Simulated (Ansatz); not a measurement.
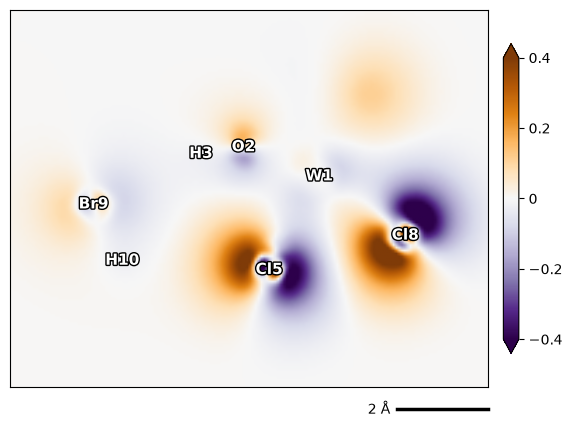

Figure 1: Cl4H2OW···HBr. The HOMO−1 on the plane of atoms Cl5, W1 and Cl8 (values in Å⁻³ᐟ²; the overall sign is arbitrary).

Core potentials replace the inner electrons of W.

Computed with RHF/def2-SVP (Ansatz 0.2.0).

```xyz
10

W     0.0345   -0.4025   -0.3468
O     0.6892   -0.2682    1.3258
H     0.9738    0.2689    2.0610
Cl    1.8181   -1.6084   -1.2594
Cl   -0.0206    1.9486   -0.1938
H    -1.5702   -0.2366    0.0322
Cl   -0.9511   -2.4983    0.0386
Cl   -0.7515   -0.0263   -2.4853
Br    1.4254    2.3021    3.6931
H     0.9064    3.1496    2.6934
```

What is the character of this orbital?

It lies mainly on Cl8 (about 40 %), Cl5 (about 25 %), Cl7 (about 15 %) and Cl4 (about 15 %); largely a combination of lone pairs on Cl8, Cl5, Cl7 and Cl4. Its energy is −12.13 eV.
